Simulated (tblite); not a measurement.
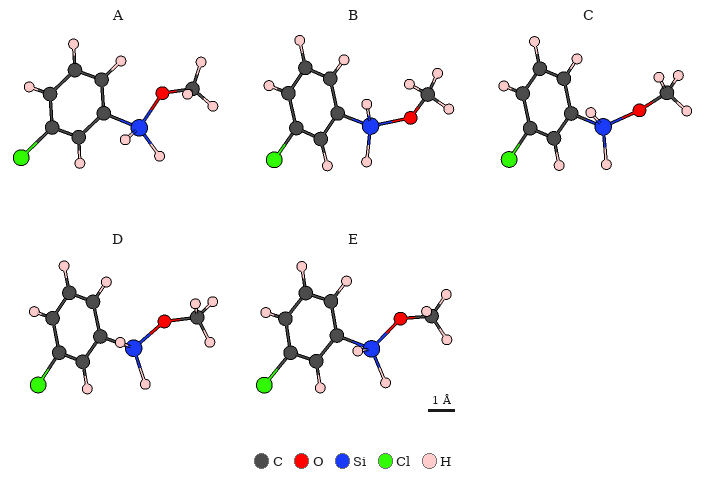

5 geometries from one relaxation of C7H9ClOSi, in shuffled order. A ball-and-stick model, seen at a tilt.

These are results of GFN2-xTB geometry optimisation, gas phase in tblite, not measurements. 

### Order the frames from highest to lowest energy.

B, C, D, E, A. They are steps 0, 31, 64, 114, 155, at +17.4 kcal/mol, +2.73 kcal/mol, +1.07 kcal/mol, +0.55 kcal/mol relative to the last. After 155 geometry steps the energy has fallen by 17.4 kcal/mol. The largest move after the best rigid fit is that of an H atom, 1.65 Å. By element the largest moves are H 1.65 Å, O 1.24 Å, Cl 1.03 Å, C 0.55 Å, Si 0.27 Å. Near-neighbour distances that change, for instance: O–Si 1.707 → 1.620 Å, C–Si 1.837 → 1.880 Å, C–Cl 1.775 → 1.733 Å, C–O 1.417 → 1.394 Å. Among the angles between lasting bonds that change: C–O–Si 108.0° → 128.1°, O–Si–C 108.7° → 102.8°, Si–C–C 118.6° → 123.0°. Groups turn about C–Si by about 80°, O–Si by about 55°, C–O by about 50°. The run took 2.8 s on 1 thread of Arm Neoverse N1 (shared host).
